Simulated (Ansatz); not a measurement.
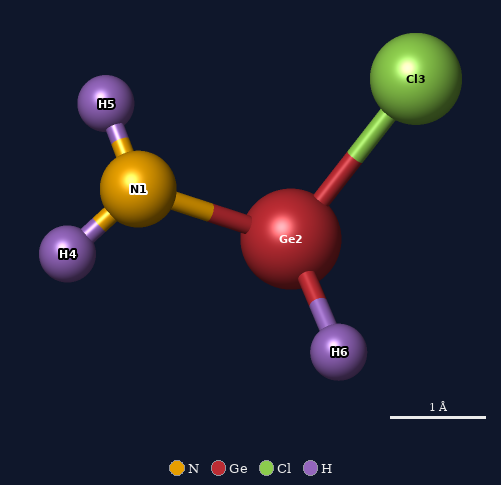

Figure 1. The input geometry of the first run (ball-and-stick view, seen on its broad side; atoms are numbered from 1 in the order of the input). Sticks mark near contacts.

## GeNH₃Cl: a changed input and its effect

System: GeNH₃Cl, multiplicity 2.
Method of the first run: UKS SPW92/def2-TZVPP (Ansatz 0.2.0).

The geometry comes from this level: PBE0-D4/def2-TZVP. Text and figures count atoms from 1; the logs count them from 0 in places.

## Input, the first run
```yaml
crystal:
  periodic: [false, false, false]
  atoms:
    - {symbol: N, position_ang: [-0.446273, 0.317863, -0.788305]}
    - {symbol: Ge, position_ang: [0.075353, -0.151031, 0.908097]}
    - {symbol: Cl, position_ang: [1.242972, -1.956892, 0.623266]}
    - {symbol: H, position_ang: [-0.984457, 1.171248, -0.861410]}
    - {symbol: H, position_ang: [-0.888735, -0.414288, -1.327178]}
    - {symbol: H, position_ang: [1.043239, 0.969101, 1.399331]}
basis:
  gaussian: {orbitals: def2-TZVPP}
magnetization: {spin_polarized: true, initial_magnetization: 1}
hamiltonian: {xc: lda}
output: {orbitals: {seedname: orbitals}}
```

Hardware: 2 CPU threads, shared host.

## Output (the first run)
```
Functional definition: SPW92
  exchange = slater_x
  correlation = pw_c
984 factors; their error is unknown
mean field evaluation 1: about -70431.5524 eV, gradient 5.5e1 eV
mean field evaluation 2: about -70363.9081 eV, gradient 1.1e2 eV
mean field evaluation 4: about -70441.8370 eV, gradient 1.2e1 eV
mean field evaluation 8: about -70442.3685 eV, gradient 1.3e-1 eV
mean field evaluation 16: about -70442.3516 eV, gradient 6.7e-4 eV
mean field -70442.35158151 eV, -2588.7086730796 hartree, gradient 2.4e-5 eV, S^2 0.751089; 0 other end points of the search recorded, 0 dependent functions left out
reference -70442.35161241 eV, -2588.7086742153 hartree; 30, 29 occupied and 133, 134 virtual orbitals, 984 factors
Total energy: -70442.35161241 eV, -2588.7086742153 hartree
```

The input of the second run differs as follows (lines with − go, lines with + come):
```diff
-hamiltonian: {xc: lda}
+correlation: {method: ccsd_t}
+scf: {omitted_lower_state_checks: [cluster_reference]}
```

Predict how the results change.

The total energies belong to different methods, so their difference says nothing on which is more stable or more accurate. The HOMO goes from −4.91 to −9.11 eV. The LUMO goes from −4.10 to 0.83 eV.

## Output (the second run)
```
Functional definition: HF
  exchange = exact_x
  correlation = 0
these checks for a lower state are left out or cut short: cluster_reference
994 factors; integrals over basis functions are off by at most 8.7e-4 eV
mean field evaluation 1: about -70505.3861 eV, gradient 2.4e1 eV
mean field evaluation 2: about -70505.3895 eV, gradient 2.4e1 eV
mean field evaluation 4: about -70508.2313 eV, gradient 2.5e0 eV
mean field evaluation 8: about -70508.3159 eV, gradient 1.6e-1 eV
mean field -70508.31667858 eV, -2591.1328456842 hartree, gradient 6.0e-6 eV, S^2 0.761156; 0 other end points of the search recorded, 0 dependent functions left out
15 core orbitals not correlated: weight in the atoms' cores, before any rotation towards them, 1.000 or more for the frozen orbitals, at most 0.000 for the correlated occupied ones
reference -70508.31667858 eV, -2591.1328456842 hartree; 15, 14 occupied and 133, 134 virtual orbitals, 994 factors
second order -17.37182025 eV of doubles, -0.00000000 eV of singles
cycle   1  -17.54404186 eV  change   -1.7e-1 eV  update   9.2e-2
cycle   2  -18.01886081 eV  change   -4.7e-1 eV  update   2.8e-2
cycle   3  -18.10390830 eV  change   -8.5e-2 eV  update   1.6e-2
cycle   4  -18.09278553 eV  change    1.1e-2 eV  update   5.9e-3
cycle   5  -18.09330496 eV  change   -5.2e-4 eV  update   3.7e-3
cycle   6  -18.09410644 eV  change   -8.0e-4 eV  update   1.5e-3
cycle   7  -18.09431026 eV  change   -2.0e-4 eV  update   6.1e-4
cycle   8  -18.09450116 eV  change   -1.9e-4 eV  update   2.3e-4
cycle   9  -18.09446529 eV  change    3.6e-5 eV  update   1.0e-4
cycle  10  -18.09442350 eV  change    4.2e-5 eV  update   4.5e-5
cycle  11  -18.09445989 eV  change   -3.6e-5 eV  update   2.2e-5
cycle  12  -18.09445425 eV  change    5.6e-6 eV  update   8.2e-6
perturbative correction -0.72632447 eV, -0.0266919319 hartree
Total energy: -70527.13745730 eV, -2591.8244965450 hartree
Checks for a lower state left out: cluster_reference
```

## The two runs side by side

```csv
quantity,the first run,the second run
outcome,converged,converged
total energy (hartree),−2588.708674,−2591.824497
HOMO (eV),−4.91,−9.11
LUMO (eV),−4.10,0.83
⟨S²⟩,0.751,0.761
basis functions,163,163
wall time (shared host),2.3 s,3.9 min
```
